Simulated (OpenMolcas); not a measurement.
# One shape, several levels: AlPNH4OF (SMILES [NH2][Al]([F])[PH]O)

Aim: a comparison of 6 runs (HF/def2-SVP, M06-L/def2-SVP, PBE/def2-SVP, PBE0/def2-SVP, MP2/def2-SVP, CCSD(T)/def2-SVP) of AlPNH4OF. 

Program for the calculation: OpenMolcas 26.06.

1 further run of the same task is left out (set aside as unsound or not needed).

## Step 1: The structure to begin with

The species is AlPNH4OF (9 atoms), meant as a singlet with charge 0. SMILES: `[NH2][Al]([F])[PH]O`. Geometry: relaxed at PBE0-D4/def2-TZVP. This is one conformer, not always the lowest.

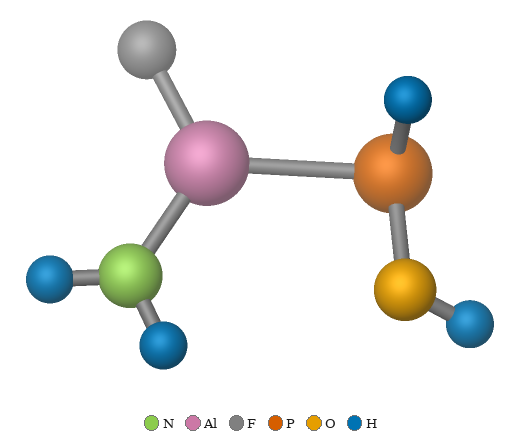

The structure, seen from a chosen angle (nitrogen green, aluminium pink, fluorine grey, phosphorus orange, oxygen amber, hydrogen blue).

## Step 2: Energy and gradient at HF/def2-SVP (run 1)

The input, input.xyz:

```xyz
9

N      1.489200     1.004600    -0.185800
Al     0.882400    -0.572900     0.285200
F      1.905300    -1.677400     0.966000
P     -1.322700    -1.196100    -0.158400
O     -1.889900     0.351100    -0.471500
H      0.893900     1.722700    -0.565900
H      2.431700     1.338900    -0.072400
H     -1.643200    -1.310200     1.230300
H     -2.658100     0.293000    -1.044600
```

The input, run.inp:

```
>>> EXPORT MOLCAS_PRINT=2
&GATEWAY
BasLib=$CurrDir
Coord=input.xyz
Basis=def2-SVP
Group=NoSym
&SEWARD
&SCF
Thresholds=1e-10 1e-07 1e-07 1e-05
PrOrbitals=0
&ALASKA
```

The basis set def2-SVP is read from a file made from the Basis Set Exchange's data (not shown).

Started as:

```sh
$ export MOLCAS_MEM=1860
$ pymolcas run.inp > run.log
```

The program printed:

```text
--- Start Module: gateway ---
[...]
--- Stop Module: gateway /rc=_RC_ALL_IS_WELL_ ---
[...]
      Basis functions           98
[...]
--- Start Module: scf ---
[...]
       Convergence after  15 Iterations
[...]
::    Total SCF energy                               -813.4957518868
[...]
      Total spin, S                                     0.0000000000
[...]
      Total electronic charge=   56.000000
      Total            charge=   -0.000000
[...]
      Dipole Moment (debye):
      Origin of the operator (angstrom)=    0.0782   -0.5643    0.0950
                   X= -8.8067E-01               Y=  1.5665E+00               Z= -9.4652E-01           Total=  2.0311E+00
      Quadrupole Moment (debye*angstrom):
[...]
 *              Molecular gradients               *
 **************************************************
  Irreducible representation: a
 ------------------------------------------------------------------------------------------
                              X                       Y                       Z
 ------------------------------------------------------------------------------------------
  N1               -1.79881433442830E-03   -2.79034115329857E-03   -3.75428679087797E-04
  AL2              -1.50436838060797E-03   -2.87880258390383E-03    3.84679851270309E-03
  F3               -8.35884510372864E-04    1.12239288885263E-03   -1.37320385509376E-03
  P4                1.54838930653156E-04    9.77129766548401E-04   -7.89767736843405E-03
  O5                1.47516392419771E-02    3.61261548238367E-03    1.21119573873564E-02
  H6               -3.57395397984073E-03    2.66616085407456E-03   -1.64805222396502E-03
  H7                4.72622777403142E-03    4.86059350727430E-04    1.05516529080357E-03
  H8                1.08503361387169E-03    9.93951233437818E-04    4.57887875081475E-03
[...]
```

It took 15 s on 1 thread of AMD EPYC 7R43 (Zen 3), shared host; peak memory 0.54 GiB.

## Step 3: Energy and forces at M06-L/def2-SVP (run 2)

The input, test.input:

```
* AlFH4NOP Kohn-Sham DFT
&GATEWAY
BasLib=$CurrDir
Coord
9
angstrom
N        1.489200       1.004600      -0.185800
Al       0.882400      -0.572900       0.285200
F        1.905300      -1.677400       0.966000
P       -1.322700      -1.196100      -0.158400
O       -1.889900       0.351100      -0.471500
H        0.893900       1.722700      -0.565900
H        2.431700       1.338900      -0.072400
H       -1.643200      -1.310200       1.230300
H       -2.658100       0.293000      -1.044600
Basis=def2-SVP
Group=NoSym
&SEWARD
GridInput
Grid=UltraFine
End of Grid
&SCF
KSDFT=M06L
Thresholds=1e-10 1e-07 1e-07 1e-05
PrOrbitals=1 2
&ALASKA
```

The basis set def2-SVP is read from a file made from the Basis Set Exchange's data (not shown).

Started as:

```sh
$ export MOLCAS_MEM=1860
$ pymolcas test.input > test.log
```

The program printed:

```text
--- Start Module: gateway ---
[...]
--- Stop Module: gateway /rc=_RC_ALL_IS_WELL_ ---
[...]
      Basis functions           98
[...]
--- Start Module: scf ---
[...]
       Convergence after  17 Iterations
[...]
::    Total KS-DFT energy                            -815.7328592231
[...]
      Total spin, S                                     0.0000000000
[...]
      Total electronic charge=   56.000000
      Total            charge=   -0.000000
[...]
      Dipole Moment (debye):
      Origin of the operator (angstrom)=    0.0782   -0.5643    0.0950
                   X= -8.6068E-01               Y=  1.7958E+00               Z= -9.4434E-01           Total=  2.2040E+00
      Quadrupole Moment (debye*angstrom):
[...]
 *              Molecular gradients               *
 **************************************************
  Irreducible representation: a
 ------------------------------------------------------------------------------------------
                              X                       Y                       Z
 ------------------------------------------------------------------------------------------
  N1                1.96406043862574E-03    6.67415464050336E-03   -1.63886791798795E-03
  AL2               8.04589779475973E-03   -4.23796232678797E-03    4.01990583146983E-03
  F3               -5.72311340799914E-03    6.17505169906352E-03   -3.95074719201993E-03
  P4               -5.33774084804861E-03    1.11806116175153E-02   -7.82724869723417E-04
  O5                4.52880803777589E-04   -1.25593477605932E-02    2.48685406945559E-04
  H6                2.32173554431592E-03   -5.13135776486884E-03    2.27426533779607E-03
  H7               -4.87105398719212E-03   -3.53114366463370E-03    1.12321216823030E-05
  H8                7.10070940305618E-04    8.18839769957336E-04   -2.25470786660598E-03
[...]
```

Wall time 53 s (1 thread of AMD EPYC 7R43 (Zen 3), shared host); peak memory 0.55 GiB.

Runs 3 to 5 aren't shown in full; the table further down has their settings and results.

## Step 4: The energy at CCSD(T)/def2-SVP (Cholesky decomposition) (run 6)

The input, job.input:

```
&gateway
  baslib = $CurrDir
  basisset
  N.def2-SVP....
  N1 1.489200 1.004600 -0.185800 angstrom
  End of Basis
  basisset
  Al.def2-SVP....
  Al2 0.882400 -0.572900 0.285200 angstrom
  End of Basis
  basisset
  F.def2-SVP....
  F3 1.905300 -1.677400 0.966000 angstrom
  End of Basis
  basisset
  P.def2-SVP....
  P4 -1.322700 -1.196100 -0.158400 angstrom
  End of Basis
  basisset
  O.def2-SVP....
  O5 -1.889900 0.351100 -0.471500 angstrom
  End of Basis
  basisset
  H.def2-SVP....
  H6 0.893900 1.722700 -0.565900 angstrom
  H7 2.431700 1.338900 -0.072400 angstrom
  H8 -1.643200 -1.310200 1.230300 angstrom
  H9 -2.658100 0.293000 -1.044600 angstrom
  End of Basis

&seward
  high

&scf
  thresholds = 1e-10 1e-07 1e-07 1e-05
  prorbitals = 1 1

&chcc
  frozen = 13
  threshold = 1e-08
  maxiterations = 80

&cht3
  frozen = 13
```

The basis set def2-SVP is read from a file made from the Basis Set Exchange's data (not shown).

Started as:

```sh
$ export MOLCAS_MEM=1860
$ pymolcas job.input > job.log
```

The program printed:

```text
--- Start Module: gateway ---
[...]
--- Stop Module: gateway /rc=_RC_ALL_IS_WELL_ ---
[...]
      Basis functions           98
[...]
       Convergence after  15 Iterations
[...]
::    Total SCF energy                               -813.4957518121
[...]
      Total spin, S                                     0.0000000000
[...]
      Total electronic charge=   56.000000
      Total            charge=   -0.000000
[...]
      Dipole Moment (debye):
      Origin of the operator (angstrom)=    0.0782   -0.5643    0.0950
                   X= -8.8067E-01               Y=  1.5665E+00               Z= -9.4652E-01           Total=  2.0311E+00
      Quadrupole Moment (debye*angstrom):
[...]
--- Start Module: chcc ---
[...]
--- Stop Module: chcc /rc=_RC_ALL_IS_WELL_ ---
[...]
--- Start Module: cht3 ---
[...]
--- Stop Module: cht3 /rc=_RC_ALL_IS_WELL_ ---
[...]
```

Run time: 4.3 min. Hardware: 1 thread of AMD EPYC 7R43 (Zen 3), shared host; peak memory 0.15 GiB.

## Step 5: Overview of the runs

| run | level | integration grid | task | energy (Eh) | dipole moment (D) of the reference | HOMO energy (eV) | LUMO energy (eV) | wall time |
| --- | --- | --- | --- | --- | --- | --- | --- | --- |
| 1 | HF/def2-SVP | – | gradient | -813.495752 | 2.03 | -9.43 | 2.79 | 15 s |
| 2 | M06-L/def2-SVP | UltraFine | gradient | -815.732859 | 2.20 | -5.78 | -0.74 | 53 s |
| 3 | PBE/def2-SVP | UltraFine | gradient | -815.224467 | 2.36 | -5.51 | -1.17 | 43 s |
| 4 | PBE0/def2-SVP | UltraFine | gradient | -815.282814 | 2.26 | -6.73 | -0.29 | 37 s |
| 5 | MP2/def2-SVP | – | energy | -814.211988 | 2.03 | -9.43 | 2.79 | 13 s |
| 6 | CCSD(T)/def2-SVP (Cholesky decomposition) | – | energy | -814.266281 | 2.03 | -9.43 | 2.79 | 4.3 min |

## Step 6: Outcome

| quantity | value |
| --- | --- |
| run 6: total energy | -814.26628 Eh |
| run 6: dipole moment (mean-field density) | 2.03 D |
| run 6: HOMO energy (Hartree–Fock orbitals) | -9.43 eV |
| run 6: LUMO energy (Hartree–Fock orbitals) | 2.79 eV |
| run 6: HOMO–LUMO gap (Hartree–Fock orbitals) | 12.23 eV |
| run 6: correlation energy (13 core orbitals frozen) | -770.5 mEh |
| run 6: (T) correction | -16.60 mEh |

**Reading.** Below the HF energy at the same shape and in the same basis (def2-SVP): MP2 -716.2 mEh; CCSD(T) -770.5 mEh. Over runs 1, 2, 3, 4 the dipole moment (its size) runs from 2.03 D (HF/def2-SVP) to 2.36 D (PBE/def2-SVP). Over runs 1, 2, 3, 4 the HOMO–LUMO gap runs from 4.34 eV (PBE/def2-SVP) to 12.23 eV (HF/def2-SVP). Exact exchange widens orbital gaps. Totals of different functionals can't be ranked against each other. All runs together took 6.9 min, the longest 4.3 min.
